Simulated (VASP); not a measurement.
Band structure of HgS (space group Fm-3m). Method: LDA (Ceperley-Alder, Perdew-Zunger), VASP's LDA PAW potentials (set 64) (plane waves; VASP).

Unless said otherwise, spin-orbit coupling is left out, though it shifts the bands of the heavy elements here.

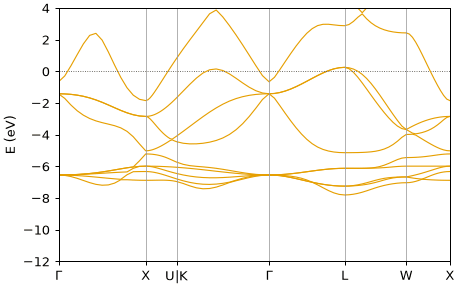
*Bands along high-symmetry lines, zero at the valence-band maximum or, without a gap, the Fermi level*

Problem. Read the plot: is there a gap, and where are the band edges?

Solution. It has no gap at this level: it comes out as a metal or semimetal. (Edges off the drawn lines would not show.)

The structure comes from a computed database's HgS entry (Fm-3m); how it stands against other phases isn't given here. It was relaxed first, which changed the volume by -9 %.
